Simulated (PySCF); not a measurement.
# Excited-state calculation of GeBNH6O

- system: GeBNH6O
- method: TDDFT wB97X-D/def2-SVPD, vertical, gas phase, core orbitals frozen in the response (PySCF 2.14.0)

The geometry comes from this level: PBE0-D3(BJ)/def2-SVP. It belongs to a series of runs on one base structure; here: H on B replaced by OGeH3.

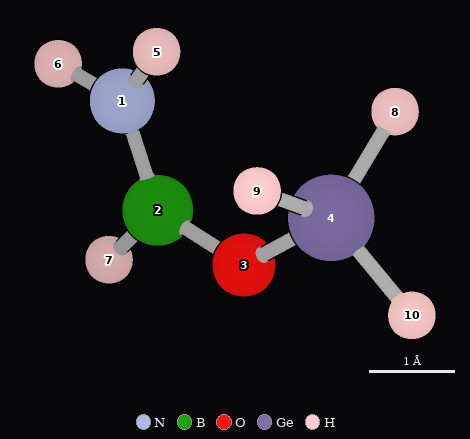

Figure 1. The structure as given in the input (ball-and-stick view, seen at a tilt; atoms are numbered from 1 in the order of the input). Sticks mark near contacts.

**Input file**
```
{"job": {"kind": "uv", "xc": "wB97X-D", "basis": "def2-SVPD", "ip": true, "dynamic": false}, "charge": 0, "multiplicity": 1}
N      1.570782    -0.499532     0.264585
B      1.070731     0.481564    -0.611200
O     -0.253935     0.792558    -0.736540
Ge    -1.657924     0.103194     0.121892
H      1.010307    -1.072159     0.882547
H      2.559988    -0.695548     0.322669
H      1.860717     1.094110    -1.299458
H     -1.737705    -1.407107    -0.175777
H     -1.484548     0.335178     1.635943
H     -2.877866     0.850364    -0.426551
```

The first line tells a small driver script what to run in PySCF; the rest is the geometry in Å.

Run on 1 CPU thread, shared host.

Run as:
```bash
OMP_NUM_THREADS=1 python <driver script> task.json out
```

**What the program printed**
```
coarse grid: 37728 points
cycle   1  E = -2235.0612603568  dE = -3.503e-01  |g| = 8.127e-01  |ddm| = 3.857e+00
cycle   2  E = -2234.9952504822  dE =  6.601e-02  |g| = 1.046e+00  |ddm| = 2.004e+00
cycle   3  E = -2235.1849861032  dE = -1.897e-01  |g| = 9.156e-02  |ddm| = 1.148e+00
cycle   4  E = -2235.1863326939  dE = -1.347e-03  |g| = 4.344e-02  |ddm| = 1.550e-01
cycle   5  E = -2235.1866948345  dE = -3.621e-04  |g| = 4.748e-03  |ddm| = 5.220e-02
cycle   6  E = -2235.1867020521  dE = -7.218e-06  |g| = 1.744e-03  |ddm| = 1.425e-02
final grid: 78680 points
cycle   7  E = -2235.1862773796  dE = -9.799e-07  |g| = 1.619e-03  |ddm| = 9.311e-03
cycle   8  E = -2235.1862774385  dE = -5.898e-08  |g| = 1.583e-03  |ddm| = 2.875e-03
cycle   9  E = -2235.1862778163  dE = -3.778e-07  |g| = 1.015e-04  |ddm| = 1.492e-03
cycle  10  E = -2235.1862778190  dE = -2.723e-09  |g| = 5.865e-05  |ddm| = 2.234e-04
cycle  11  E = -2235.1862778199  dE = -8.895e-10  |g| = 2.091e-05  |ddm| = 1.425e-04
```

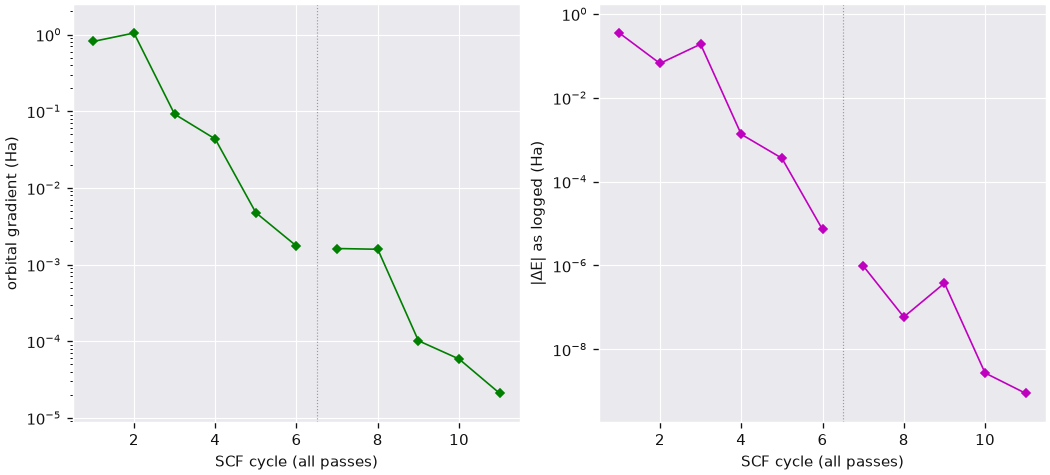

Figure 2. Convergence of the self-consistent field: orbital gradient and size of the energy change against the SCF cycle. The dotted line marks the change from a coarse to the final integration grid. The first 6 cycles use a coarse grid, the final grid takes over at cycle 7, and the field converges after 11 cycles in all.

```
converged SCF energy = -2235.1862778199

Static polarisability (au): isotropic 57.409, principal 49.575 56.502 66.149

Singlet excitations
state   eV       nm        f      main configurations
  1   7.1182    174.2   0.02564   H->L 0.52, H->L+1 0.33
  2   7.5665    163.9   0.02282   H->L+1 0.39, H-2->L+1 0.18, H->L 0.17
  3   7.7379    160.2   0.04900   H-1->L+1 0.67, H-1->L 0.12, H-3->L+1 0.10
  4   8.1983    151.2   0.01520   H->L+2 0.29, H-2->L 0.24, H->L 0.16
  5   8.2112    151.0   0.04289   H-1->L 0.76
  6   8.2678    150.0   0.01781   H->L+3 0.80
  7   8.2949    149.5   0.00699   H-1->L+4 0.61, H-1->L+5 0.28
  8   8.3497    148.5   0.11169   H->L+4 0.66, H->L+5 0.23
  9   8.4817    146.2   0.00067   H-2->L+1 0.52, H->L+2 0.19
 10   8.7811    141.2   0.02988   H-2->L 0.51, H->L+2 0.12, H-2->L+3 0.10

Triplet excitations (Tamm-Dancoff, eV): 6.9426 7.0837 7.3124 7.3211
Vertical ionisation energy (delta-SCF) = 10.2504 eV
```

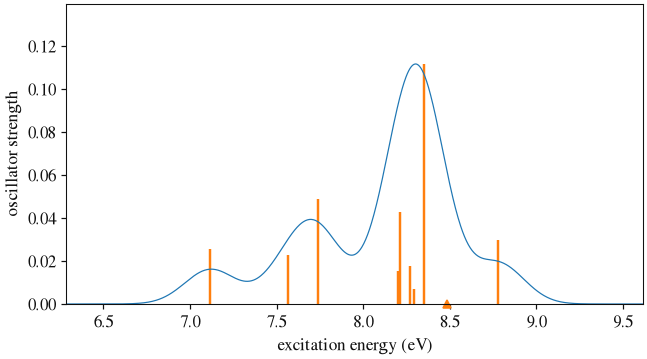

Figure 3. Computed excitations as sticks (degenerate states added up, dark ones marked on the axis), with a Gaussian envelope of 0.35 eV full width at half maximum, scaled to the tallest. Of the 10 states the lowest lies at 7.12 eV (f = 0.026); the strongest line is at 8.35 eV, or 148 nm (f = 0.112).

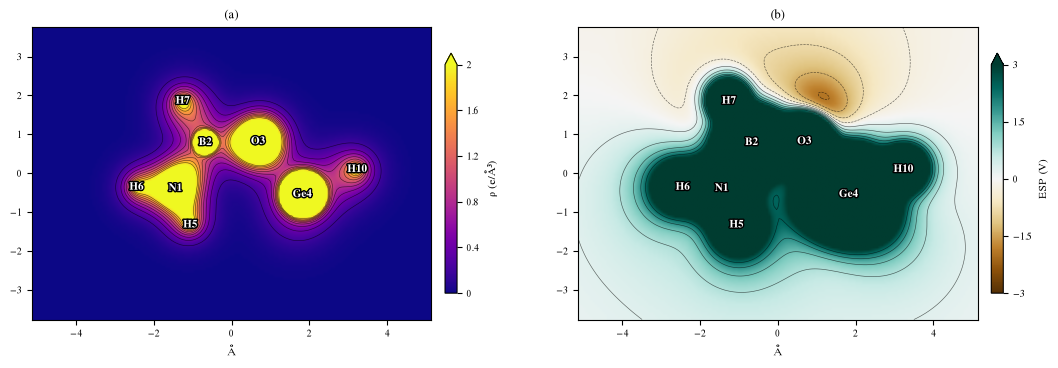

Figure 4. (a) electron density; (b) molecular electrostatic potential on the plane of atoms N1, B2 and O3. The section cuts through N, B, O, Ge and H sites. B–O (1.37 Å): ρ at the midpoint is about 2 e/Å³. B–N (1.41 Å): ρ is about 1.9 e/Å³ halfway. Ge–O (1.78 Å): ρ at the midpoint is about 0.93 e/Å³. B–H (1.21 Å): ρ at the midpoint is about 1.2 e/Å³.

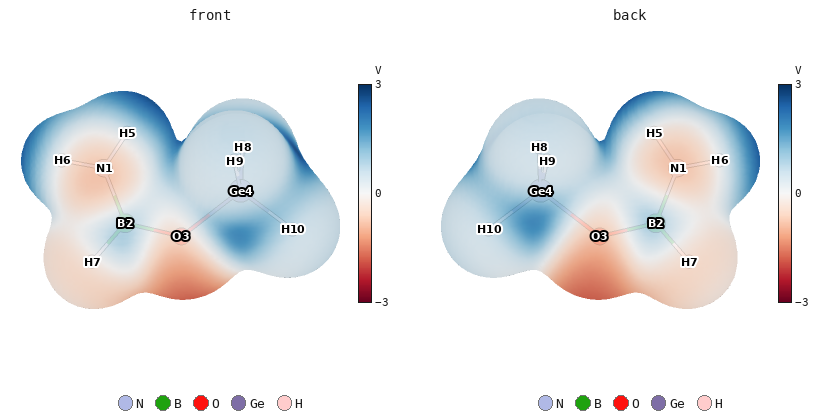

Figure 5. The electrostatic potential painted on the density surface at 0.004 e/bohr³, seen face on and from behind; the colour scale runs from red (negative) to blue (positive). A positive charge is drawn to the negative regions and a negative charge to the positive ones.

**Results in brief**

```json
{"quantity": "outcome", "value": "converged"}
{"quantity": "total energy", "value": "−2235.186278 hartree"}
{"quantity": "HOMO", "value": "−9.86 eV"}
{"quantity": "LUMO", "value": "1.62 eV"}
{"quantity": "dipole moment", "value": "2.44 D"}
{"quantity": "mean polarisability", "value": "57.41 a.u."}
{"quantity": "vertical ionisation energy", "value": "10.25 eV"}
{"quantity": "lowest singlet excitation", "value": "7.12 eV"}
{"quantity": "wall time", "value": "2.1 min"}
{"quantity": "peak memory", "value": "0.69 GiB"}
```

Spin–orbit coupling is left out, which matters for the heavy atoms.
